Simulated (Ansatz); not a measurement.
The starting structures come from a database of crystals and need not be the phases stable at ambient conditions.

 Where the default PAW files enter, the runs use the earlier of Ansatz's two default sets.

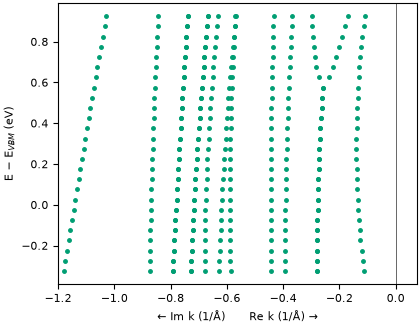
Complex bands at the centre of the two-dimensional zone; r2SCAN (Ansatz, a first-principles code)

No gap correction and no spin-orbit coupling; mid-gap values are interpolated between computed energies.

Problem. This is CsSnI3 (P4/mbm, not sure to be the ambient phase, 10 atoms a cell, 47.7 Å³ an atom) along the normal of (100). Read off the slowest decay at the centre of the two-dimensional zone at 0.33 eV, the computed energy nearest the middle of the gap.

Solution. κ ≈ 0.14 1/Å, a decay length 1/(2κ) of the density of 3.6 Å.
